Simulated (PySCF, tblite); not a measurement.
# C₄H₁₄B₂Si: geometry, infrared bands and NMR shifts

What infrared bands and NMR shifts should C₄H₁₄B₂Si (`BBC[SiH2]CCC`) show?

Programs: tblite 0.8.0 and PySCF 2.14.0, with density-fitted response routines of our own. Each step states its level of theory. These are calculated values for one molecule in the gas phase, unless marked as measured. Atoms are numbered from 0 throughout.

## (1) Starting geometry

21 atoms, charge 0, multiplicity 1; geometry from: force field or distance geometry start.

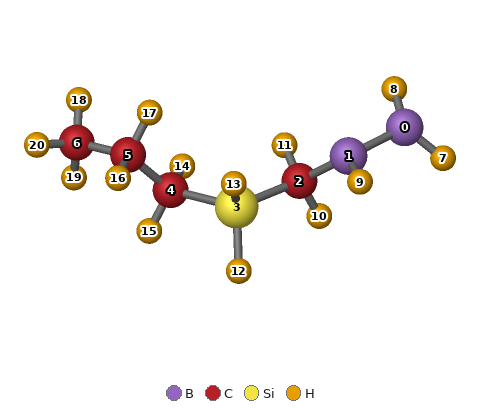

As it starts; boron purple, carbon red, silicon yellow, hydrogen amber, atoms numbered; sticks join atoms by distance.

## (2) Relaxing the molecule with GFN2-xTB

What the job is given:

```
{"job": {"kind": "relax", "xc": "GFN2-xTB", "basis": "xTB"}, "charge": 0, "multiplicity": 1}
B      4.109200     0.996800    -0.699900
B      2.868400     0.618500     0.338900
C      1.738300    -0.333900    -0.262700
Si     0.340000    -0.594500     0.912900
C     -1.244600    -0.681700    -0.057300
C     -2.261300     0.336900     0.425600
C     -3.496600     0.222100    -0.408400
H      5.041800     0.282100    -0.701600
H      3.795600     1.531700    -1.704700
H      3.199400     0.466400     1.497200
H      2.234400    -1.292100    -0.521400
H      1.322300     0.166700    -1.170100
H      0.486600    -1.943900     1.553200
H      0.278100     0.418300     1.975700
H     -1.030300    -0.509100    -1.136500
H     -1.687800    -1.692400     0.061500
H     -2.435000     0.182600     1.505400
H     -1.816300     1.347600     0.213000
H     -3.520200     0.945700    -1.263000
H     -3.529300    -0.820100    -0.795900
H     -4.401600     0.369400     0.237500
```

Run with:

```sh
> OMP_NUM_THREADS=1 python probes_run.py task.json out
```

The driver reads the jobs from task.json and runs them one after another.

**Question.** This job is followed by: GFN2-xTB harmonic vibrations, gas phase; GIAO PBE0/pcSseg-1 NMR shielding, non-relativistic, gas phase. Predict these results of the whole session: strongest single infrared mode (GFN2-xTB); zero-point energy (GFN2-xTB); ¹³C shifts against TMS (PBE0/pcSseg-1); ¹H shifts against TMS (PBE0/pcSseg-1, means over atoms taken as alike); ¹¹B shifts against BF3·OEt2 (PBE0/pcSseg-1); ²⁹Si shifts against TMS (PBE0/pcSseg-1).

**Answer**, as computed:

| quantity | value |
| --- | --- |
| strongest single infrared mode (GFN2-xTB) | 2194 cm⁻¹, 438 km/mol |
| zero-point energy (GFN2-xTB) | 105.2 kcal/mol |
| ¹³C shifts against TMS (PBE0/pcSseg-1) | 23.5, 23.2, 21.3, 20.7 ppm |
| ¹H shifts against TMS (PBE0/pcSseg-1, means over atoms taken as alike) | 10.03, 9.29, 4.11, 1.87, 1.35, 1.14, 0.79 ppm |
| ¹¹B shifts against BF3·OEt2 (PBE0/pcSseg-1) | 105.8, 96.8 ppm |
| ²⁹Si shifts against TMS (PBE0/pcSseg-1) | -45.5 ppm |

The optimisation took 187 steps and gained 1.122 eV; among the close pairs (by a distance rule), C2–Si3 changed most, from 1.845 to 1.911 Å. No mode is imaginary among the 57: a minimum at this level. The strongest single mode, at 2194 cm⁻¹, moves mainly H12 and H13. Unscaled tight-binding wavenumbers are off by several per cent, some by more. Its intensities can rank the bands wrongly. At PBE0/pcSseg-1: The widest tensor belongs to B0: span 272 ppm, with a paramagnetic part of -201 ppm.
